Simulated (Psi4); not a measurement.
**BHOF2 (difluorohydroxyborane) at DSD-PBEP86/def2-SVPD (density fitting for correlation)**

Aim: the vertical ionisation energy of BHOF2 (difluorohydroxyborane) at DSD-PBEP86/def2-SVPD (density fitting for correlation), from 2 runs. 

The calculation is run with Psi4 1.11.

## Step 1: The system as given

BHOF2 has 5 atoms, charge 0, and is taken as a singlet. As SMILES, `OB(F)F`. The shape is that of a PBE0-D4/def2-TZVP optimisation.

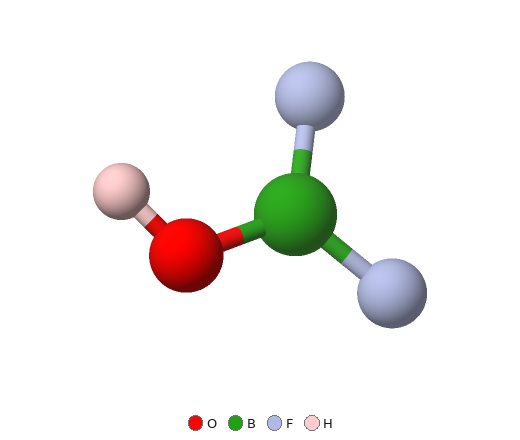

Viewed from a chosen angle; oxygen red, boron green, fluorine light blue, hydrogen pink.

## Step 2: A single-point energy at DSD-PBEP86/def2-SVPD (density fitting for correlation)

job.json reads:

```json
{
  "schema_name": "qcschema_input",
  "schema_version": 1,
  "molecule": {
    "schema_name": "qcschema_molecule",
    "schema_version": 2,
    "symbols": ["O", "B", "F", "F", "H"],
    "geometry": [0.07300012, 1.89114342, 0.32939816, 0.19985743, -0.64715561, 0.25928932, 1.38144649, -1.86493292, 2.08002155, -0.83059132, -1.9878596, -1.59366273, -0.82371272, 2.60880471, -1.0750274],
    "molecular_charge": 0,
    "molecular_multiplicity": 1,
    "fix_symmetry": "c1"
  },
  "driver": "energy",
  "model": {
    "method": "dsd-pbep86",
    "basis": "def2-SVPD"
  },
  "keywords": {
    "puream": true,
    "e_convergence": 1e-09,
    "d_convergence": 1e-08,
    "scf_type": "pk",
    "dft_radial_points": 99,
    "dft_spherical_points": 590,
    "num_frozen_docc": 4
  }
}
```

Started as:

```console
$ psi4 --qcschema job.json -n 1 --memory 2200MB
```

stdout:

```text
[...]
  Running in c1 symmetry.
[...]
  Nuclear repulsion =  112.725598750141998
[...]
  Multiplicity = 1
[...]
  Nalpha       = 16
  Nbeta        = 16
[...]
    Number of basis functions: 97
[...]
   @RKS iter   1:  -299.36518628743488   -6.91063e-01   6.11294e-03 DIIS/ADIIS
[...]
   @RKS iter  11:  -299.48763525621968   -3.46745e-12   2.85591e-09 DIIS
[...]
    Orbital Energies [Eh]
    ---------------------
    Doubly Occupied:
       1A    -25.764117     2A    -25.757360     3A    -20.113562
       4A     -7.454670     5A     -1.499450     6A     -1.467634
       7A     -1.281218     8A     -0.762611     9A     -0.732723
      10A     -0.700068    11A     -0.659767    12A     -0.623009
      13A     -0.599442    14A     -0.587552    15A     -0.540565
      16A     -0.509814
[...]
  @RKS Final Energy:  -299.48763525621968
   => Energetics <=
    Nuclear Repulsion Energy =            112.7255987501419980
    One-Electron Energy =                -639.4173512747156565
    Two-Electron Energy =                 236.8718278988427244
    DFT Exchange-Correlation Energy =      -9.6677106304887861
    Empirical Dispersion Energy =           0.0000000000000000
    VV10 Nonlocal Energy =                  0.0000000000000000
    Total Energy =                       -299.4876352562196757
[...]
 Multipole Moments:
 ------------------------------------------------------------------------------------
     Multipole            Electronic (a.u.)      Nuclear  (a.u.)        Total (a.u.)
 ------------------------------------------------------------------------------------
 L = 1.  Multiply by 2.5417464519 to convert [e a0] to [Debye]
 Dipole X            :          0.2367251           -0.5864318           -0.3497066
 Dipole Y            :         -2.3089923            2.8269837            0.5179914
 Dipole Z            :          0.1369662           -0.6583888           -0.5214225
 Magnitude           :                                                    0.8139357
[...]
```

The result, in JSON:

```text
{
 "driver": "energy",
 "model": {
  "method": "dsd-pbep86",
  "basis": "def2-SVPD"
 },
 "success": true,
 "return_result": -299.8305922070053,
 "properties": {
  "calcinfo_nbasis": 97,
  "calcinfo_nmo": 97,
  "calcinfo_nalpha": 16,
  "calcinfo_nbeta": 16,
  "calcinfo_natom": 5,
  "nuclear_repulsion_energy": 112.725598750142,
  "return_energy": -299.8305922070053,
  "scf_one_electron_energy": -639.4173512747157,
  "scf_two_electron_energy": 236.87182789884272,
  "scf_xc_energy": -9.667710630488786,
  "scf_dipole_moment": [-0.34970662985977974, 0.5179914212085244, -0.5214225062227849],
  "scf_total_energy": -299.4876352562197,
  "scf_iterations": 11
 }
}
```

It took 7.5 s on 1 thread of AMD EPYC 9B45 (Zen 5), shared host; peak memory 1.1 GiB.

## Step 3: The doublet cation, same level

calc.dat reads:

```
memory 2200 mb

molecule {
  1 2
  O      0.038630     1.000750     0.174310
  B      0.105760    -0.342460     0.137210
  F      0.731030    -0.986880     1.100700
  F     -0.439530    -1.051930    -0.843330
  H     -0.435890     1.380520    -0.568880
  symmetry c1
}

set globals {
  reference uks
  puream true
  e_convergence 1e-09
  d_convergence 1e-08
  scf_type pk
  dft_radial_points 99
  dft_spherical_points 590
  num_frozen_docc 4
  maxiter 100
}

energy('dsd-pbep86/def2-SVPD')
print_variables()
```

Started as:

```console
$ psi4 -i calc.dat -o calc.out -n 1
```

calc.out:

```text
[...]
  Running in c1 symmetry.
[...]
  Nuclear repulsion =  112.725598717264262
[...]
  Multiplicity = 2
[...]
  Nalpha       = 16
  Nbeta        = 15
[...]
    Number of basis functions: 97
[...]
   @UKS iter   1:  -298.90883586657674   -2.34712e-01   4.44594e-03 ADIIS/DIIS
[...]
   @UKS iter  15:  -298.99545279793062   -6.30962e-12   7.04932e-09 DIIS
[...]
   @S^2 Observed:                7.554637181E-01
[...]
    Orbital Energies [Eh]
    ---------------------
    Alpha Occupied:
       1A    -26.026456     2A    -26.017668     3A    -20.622764
       4A     -7.773666     5A     -1.791636     6A     -1.741668
       7A     -1.723036     8A     -1.181248     9A     -1.077996
      10A     -1.045704    11A     -0.987780    12A     -0.934231
      13A     -0.896444    14A     -0.874094    15A     -0.847556
      16A     -0.834044
    Alpha Virtual:
      17A     -0.188953    18A     -0.156097    19A     -0.108944
      20A     -0.068712    21A     -0.063377    22A     -0.024645
      23A     -0.014915    24A      0.005901    25A      0.012601
[...]
  @UKS Final Energy:  -298.99545279793062
   => Energetics <=
    Nuclear Repulsion Energy =            112.7255987172642619
    One-Electron Energy =                -629.2067770110559195
    Two-Electron Energy =                 227.0385448673055748
    DFT Exchange-Correlation Energy =      -9.5528193714445351
    Empirical Dispersion Energy =           0.0000000000000000
    VV10 Nonlocal Energy =                  0.0000000000000000
    Total Energy =                       -298.9954527979306249
[...]
 Multipole Moments:
 ------------------------------------------------------------------------------------
     Multipole            Electronic (a.u.)      Nuclear  (a.u.)        Total (a.u.)
 ------------------------------------------------------------------------------------
 L = 1.  Multiply by 2.5417464519 to convert [e a0] to [Debye]
 Dipole X            :          0.0669419           -0.5864318           -0.5194899
 Dipole Y            :         -0.5094537            2.8269837            2.3175300
 Dipole Z            :          0.0545970           -0.6583888           -0.6037918
 Magnitude           :                                                    2.4505876
[...]
```

Run time: 15 s. Hardware: 1 thread of AMD EPYC 9B45 (Zen 5), shared host; peak memory 1.1 GiB.

## Step 4: Results

Level: DSD-PBEP86/def2-SVPD (density fitting for correlation), 4 core orbitals frozen.

| quantity | value |
| --- | --- |
| singlet BHOF2: total energy | -299.83059 Eh |
| singlet BHOF2: HOMO energy (SCF part's orbitals) | -13.87 eV |
| singlet BHOF2: LUMO energy (SCF part's orbitals) | 1.05 eV |
| singlet BHOF2: HOMO–LUMO gap (SCF part's orbitals) | 14.93 eV |
| doublet cation: total energy | -299.31302 Eh |
| doublet cation: HOMO energy (SCF part's orbitals) (highest over α and β) | -22.58 eV |
| doublet cation: LUMO energy (SCF part's orbitals) (lowest over α and β) | -13.18 eV |
| doublet cation: ⟨S²⟩ | 0.755 |
| vertical ionisation energy (to the doublet cation) | 14.084 eV |

In words: Removing an electron at fixed nuclei costs 14.08 eV (1359 kJ/mol). The negative HOMO energy of the first species, 13.87 eV, lies 0.21 eV below that difference.
